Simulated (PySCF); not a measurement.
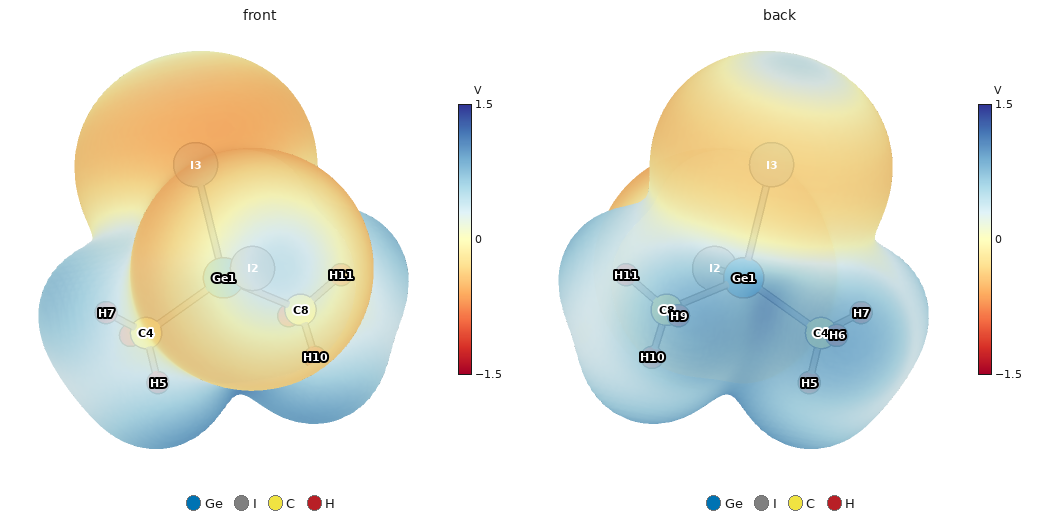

Figure. C2H6GeI2. The electrostatic potential painted on the density surface at 0.001 e/bohr³, seen from the front and from behind; the colour scale runs from red (negative) to blue (positive).

Geometry: PBE0-D3(BJ)/def2-SVP; core potentials replace the inner electrons of I.

Level of theory: PBE0/def2-SVPD, SCF density, gas phase, scalar-relativistic core potentials on the heavy atoms (PySCF).

Input

```
{"job": {"kind": "uv", "xc": "PBE0", "basis": "def2-SVPD", "ip": true, "nstates": 15}, "charge": 0, "multiplicity": 1}
Ge     0.507789    -0.006792     0.332952
I      0.560042     0.018067     2.862772
I      2.888461    -0.029078    -0.528016
C     -0.349886     1.630213    -0.265478
H     -1.391964     1.640675     0.086332
H     -0.329157     1.674394    -1.364229
H      0.179496     2.500595     0.143940
C     -0.366614    -1.647048    -0.229714
H     -0.428308    -1.669372    -1.327278
H     -1.378908    -1.682123     0.198853
H      0.207120    -2.515039     0.120737
```

Run with:

```sh
OMP_NUM_THREADS=1 python probes_run.py task.json out
```

> Which sites attract a positive test charge, and which a negative one?

A positive charge is drawn to the negative regions and a negative charge to the positive ones. The most negative region (about −0.6 V, or −14 kcal/mol for a unit charge) lies over I2 and I3, the most positive (about +1.0 V, or +23 kcal/mol for a unit charge) over Ge1. I2 shows a σ-hole: about +0.4 V, or +9 kcal/mol for a unit charge at the tip opposite its bond, against about −0.4 V, or −9 kcal/mol for a unit charge on its flanks. I3 shows a σ-hole: about +0.4 V, or +9 kcal/mol for a unit charge at the tip opposite its bond, against about −0.4 V, or −9 kcal/mol for a unit charge on its flanks.
